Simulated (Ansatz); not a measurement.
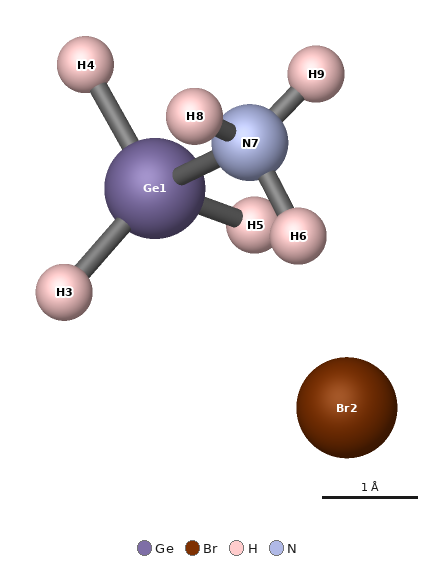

**Figure 1.** The input geometry (ball-and-stick view, seen at a tilt; atoms are numbered from 1 in the order of the input). Sticks mark near contacts. Bond lengths as drawn: Ge–H 1.52 to 1.54 Å, Ge–N 1.94 Å and H–N 1.02 to 1.13 Å.

# Single-point calculation of GeNH6Br

System: GeNH6Br.
Method: RKS PBE0-D4/def2-TZVPP (Ansatz 0.2.0).

The geometry is the product side of a reaction. The reaction was set up to form Ge1–N7 and Br2–H6 and to break Ge1–Br2 and H6–N7 (atoms counted from 1 in the order of the input); sticks are drawn by distance alone. The geometry comes from this level: PBE0-D4/def2-TZVP.

**Input**
```yaml
crystal:
  periodic: [false, false, false]
  atoms:
    - {symbol: Ge, position_ang: [-0.778858, 0.009085, -0.782891]}
    - {symbol: Br, position_ang: [2.691526, 0.050059, -0.486840]}
    - {symbol: H, position_ang: [-0.319349, -1.260594, -1.480464]}
    - {symbol: H, position_ang: [-2.275744, -0.024938, -0.427031]}
    - {symbol: H, position_ang: [-0.361920, 1.329110, -1.410385]}
    - {symbol: H, position_ang: [1.173197, -0.000417, 0.629461]}
    - {symbol: N, position_ang: [0.089201, -0.023083, 0.948508]}
    - {symbol: H, position_ang: [-0.098189, -0.864869, 1.484285]}
    - {symbol: H, position_ang: [-0.119865, 0.785747, 1.525457]}
basis:
  gaussian: {orbitals: def2-TZVPP}
hamiltonian: {xc: pbe0, dispersion: d4}
output: {orbitals: {seedname: orbitals}}
```

Run on 4 threads of Arm Neoverse V1, 23 GiB of memory available, shared host.

Run as:
```bash
ansatz run in.yaml --threads 4 --pin off --events-out ev --progress --plain --max-ram 9574MiB
```

**The program's output**
```
Functional definition: PBE0
  name "PBE0"
  cite "Adamo & Barone, J. Chem. Phys. 110, 6158 (1999) doi:10.1063/1.478522"
  cite "Perdew, Burke & Ernzerhof, Phys. Rev. Lett. 77, 3865 (1996) doi:10.1103/PhysRevLett.77.3865"
  parent pbe
  parameter a = 0.25
  parameter kappa = 0.804
  parameter beta = 0.06672455060314922
  exchange = (1 - a)*pbe_x(kappa = kappa, mu = beta*pi^2/3) + a*exact_x
  correlation = pbe_c(beta = beta)
1323 factors; their error is unknown
mean field evaluation 1: about -128131.5133 eV, gradient 5.0e1 eV
mean field evaluation 2: about -128128.0472 eV, gradient 6.4e1 eV
mean field evaluation 4: about -128135.8218 eV, gradient 3.1e0 eV
mean field evaluation 8: about -128135.8370 eV, gradient 3.7e-2 eV
mean field evaluation 16: about -128136.5458 eV, gradient 4.3e-5 eV
mean field -128136.54577310 eV, -4708.9312030914 hartree, gradient 4.3e-5 eV, S^2 0.000000; 0 other end points of the search recorded, 0 dependent functions left out
reference -128136.54580155 eV, -4708.9312041369 hartree; 40, 40 occupied and 171, 171 virtual orbitals, 1323 factors
Total energy: -128136.68875328 eV, -4708.9364575158 hartree
```

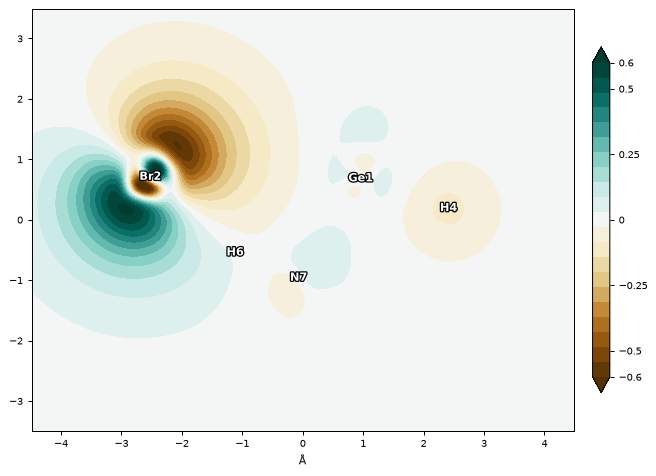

**Figure 2.** The HOMO−1 on the plane of atoms Ge1, N7 and H6 (values in Å⁻³ᐟ²; the overall sign is arbitrary). Its energy is −6.23 eV.

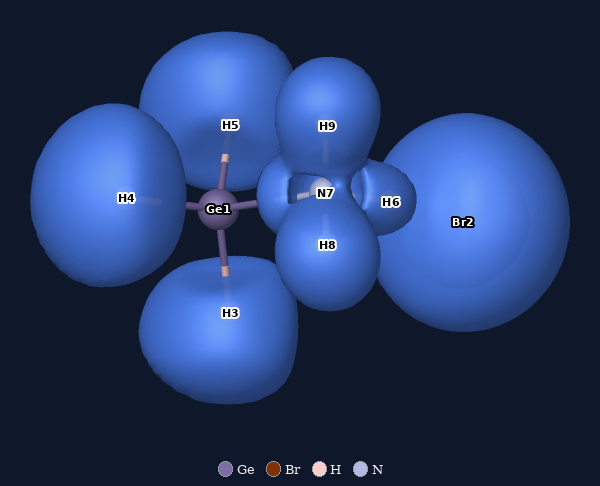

**Figure 3.** Isosurface of the ELF at 0.75 (blue), seen from the side. Only the valence region is drawn (cores and ρ < 0.01 e/Å³ removed). Values along the shortest contacts: Ge–N (1.94 Å): the ELF peaks at about 0.90 in the valence shell of N, 0.7 Å from its nucleus, and is about 0.50 at the midpoint.

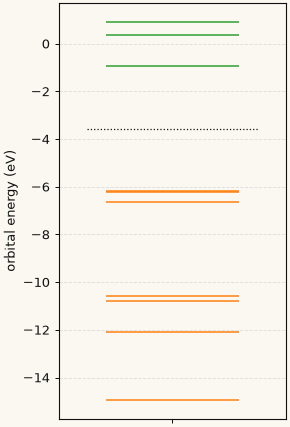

**Figure 4.** Orbital energies near the frontier; the dotted line parts filled from empty levels, and levels within 0.02 eV of each other stand side by side. Highest filled −6.20 eV, lowest empty −0.94 eV, 5.26 eV apart.

**Summary**

```csv
quantity,value
outcome,converged
total energy,−128136.6888 eV
mean-field energy,−128136.5458 eV
dispersion energy,−0.1430 eV
SCF solution under orbital rotations,stable
HOMO,−6.20 eV
LUMO,−0.94 eV
wall time,3.3 s (CPU time 12 s)
peak memory,0.64 GiB
```
